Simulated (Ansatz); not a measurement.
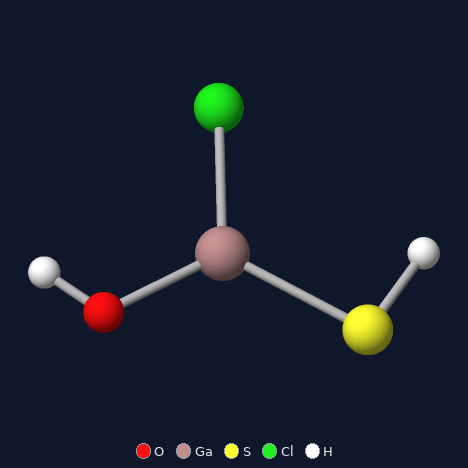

The computed structure is the end point of a PBE0-D4/def2-TZVP optimisation. No frequency run is at hand to confirm it as a minimum.

Draw it as a skeletal formula.

SMILES: [OH][Ga]([SH])[Cl]

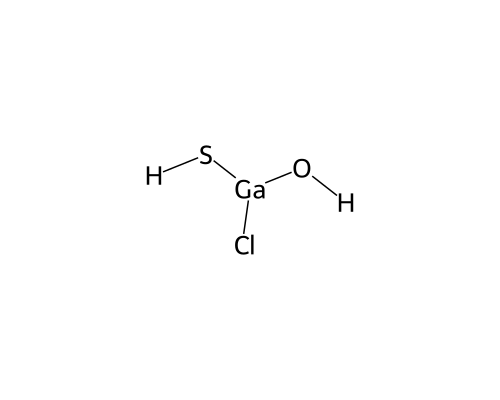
